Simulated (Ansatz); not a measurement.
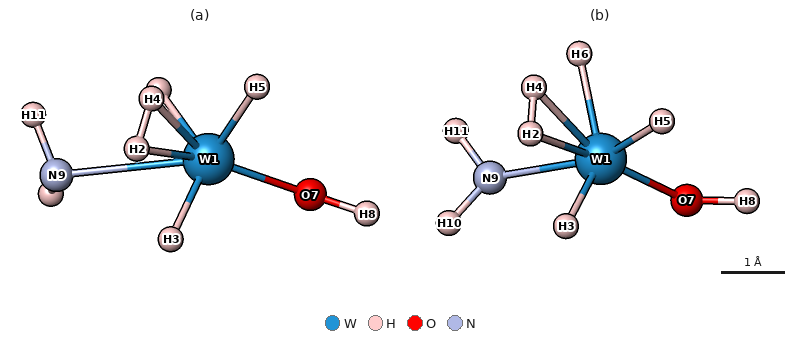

The structure of WNH$_{8}$O (multiplicity 2) before (left) and after (right) a relaxation, at one scale.

Style: ball-and-stick. Shown from a free direction.

The run prepares an end point of a later path (reaction) calculation, from a guessed geometry.

All numbers below come from Ansatz 0.2.0, UKS B3LYP-D4/def2-SVP.

Input file:
```yaml
crystal:
  periodic: [false, false, false]
  atoms:
    - { symbol: W, position_ang: [0.030389, 0.108112, 0.22949] }
    - { symbol: H, position_ang: [0.297922, 1.408209, 1.424441] }
    - { symbol: H, position_ang: [1.545147, 0.740309, 0.68187] }
    - { symbol: H, position_ang: [-0.508589, 1.575366, 1.297518] }
    - { symbol: H, position_ang: [-0.973615, 1.377995, -0.354228] }
    - { symbol: H, position_ang: [-1.150972, -0.701398, 1.136619] }
    - { symbol: O, position_ang: [0.207449, -0.693589, -1.478687] }
    - { symbol: H, position_ang: [0.423577, -0.541424, -2.40788] }
    - { symbol: "N", position_ang: [0.486326, -0.522089, 2.585226] }
    - { symbol: H, position_ang: [0.584995, -1.537973, 2.607127] }
    - { symbol: H, position_ang: [-0.414829, -0.421117, 3.081405] }
magnetization:
  spin_polarized: true
  initial_magnetization: 1
basis:
  gaussian: { orbitals: def2-SVP }
hamiltonian:
  xc: b3lyp
  dispersion: d4
relax:
  f_tol: 0.03
  max_steps: 50
```

Command:
```bash
ansatz run input.yaml --threads 4 --pin off --max-ram 5120MiB --backend cpu --events-out ev --progress --plain --runs-dir out
```

**What changed between the two?**

After 19 accepted moves (23 points after the start) the energy has fallen by 2.183 eV. Largest force component: 1.5 eV/Å at the start, 0.012 eV/Å at the end. The line search rejected the trial steps at points 10, 15, 17, 21 of the run. The largest move after the best rigid fit is that of H6, 1.05 Å. Largest moves by element: H 1.05 Å, N 0.71 Å, O 0.52 Å, W 0.13 Å. Near-neighbour distances that change, for instance: W1–N9 2.481 → 1.996 Å, W1–H2 1.786 → 1.961 Å, W1–H4 1.893 → 1.962 Å, W1–H5 1.721 → 1.767 Å. Among the angles between lasting bonds that change: W1–N9–H11 105.7° → 123.4°, W1–N9–H10 106.9° → 123.3°, W1–O7–H8 145.2° → 131.0°. Cost: 55 s on 4 threads of Intel(R) Xeon(R) Platinum 8488C (Sapphire Rapids), with other jobs on the host, peak memory 0.3 GiB.
